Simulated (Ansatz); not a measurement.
**How far to go with shifted k-point meshes: ZnPt3 (P4mm, 4 atoms in the cell)**

```yaml
crystal:
  lattice:
    - [3.91025, 0.00000, 0.00000]
    - [0.00000, 3.91025, 0.00000]
    - [0.00000, 0.00000, 3.91025]
  atoms:
    - { symbol: Zn, position: [0.00000, 0.00000, 0.01279] }
    - { symbol: Pt, position: [0.50000, 0.50000, 0.00000] }
    - { symbol: Pt, position: [0.00000, 0.50000, 0.50000] }
    - { symbol: Pt, position: [0.50000, 0.00000, 0.50000] }
```

Computed with PBEsol, default PAW files made with PBE (plane waves; Ansatz, a program for electronic structure).

Base settings: basis.ecutwfc = 420 eV; kpoints.mp_grid.grid = 9 9 9; hamiltonian.xc = pbesol; hamiltonian.pseudopotentials = {kind: paw} (the program's default PAW files); scf.occupations.method = gaussian; scf.occupations.width = 0.1 eV.

In this ladder: kpoints.mp_grid.shift = 0.5 0.5 0.5.

Only quantities that move along the ladder and can be compared are tabulated.

The count of work is k-points × plane waves × bands × iterations; it is no time. Core times come from one kind of shared machine, to one figure; runs under 30 s give none.

The starting cell comes from a database of computed structures (which also holds hypothetical and non-ambient phases and stackings), without a prior relaxation at this level. Its lattice was rescaled by up to half a per cent. One atom was moved a little off its site on purpose. Spin polarisation is off. In the base run, with a pressure of about -6 GPa the cell is away from its equilibrium volume at this level. Ansatz's pressure includes its estimate of the finite-basis (Pulay) stress.

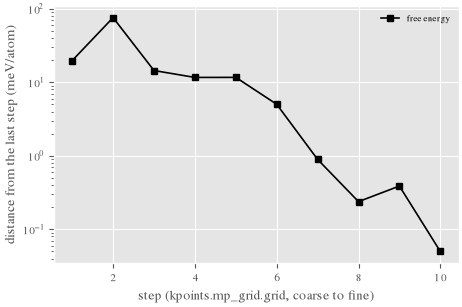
*Distance from the last step along the ladder; very small values are drawn at a floor.*

```tsv
kpoints.mp_grid.grid	free energy less the last step's (meV/atom)	pressure (GPa)	largest difference of a force vector from the last step's (eV/Å)	count of work / last	core time / last (rough)
2 2 2	19.72	-1.53	0.040	0.00097	–
3 3 3	-75.70	-8.06	0.009	0.0051	–
4 4 4	-14.44	-6.14	0.003	0.0043	–
5 5 5	-11.63	-6.59	0.007	0.015	–
6 6 6	11.65	-5.81	0.001	0.015	–
8 8 8	5.02	-6.22	0.001	0.034	–
10 10 10	-0.89	-6.25	0.001	0.063	–
12 12 12	-0.24	-6.24	0.001	0.11	–
15 15 15	0.39	-6.18	0.000	0.24	0.3
18 18 18	0.01	-6.16	0.000	0.34	0.3
25 25 25	0.00	-6.18	0.000	1.0	1
```

Coarsest kpoints.mp_grid.grid that holds the free energy within 0.5 meV/atom of the last step, with all finer ones: 12 12 12, at 0.11 of the last step's count of work; the step before is off by 0.89 meV/atom.

Coarsest kpoints.mp_grid.grid that holds the forces within 0.005 eV/Å of the last step, with all finer ones: 6 6 6, at 0.015 of the last step's count of work; the step before is off by 0.007 eV/Å.

Coarsest kpoints.mp_grid.grid that holds the pressure within 1 GPa of the last step, with all finer ones: 4 4 4, at 0.0043 of the last step's count of work; the step before is off by 1.9 GPa.

Keys are those of Ansatz 0.2.
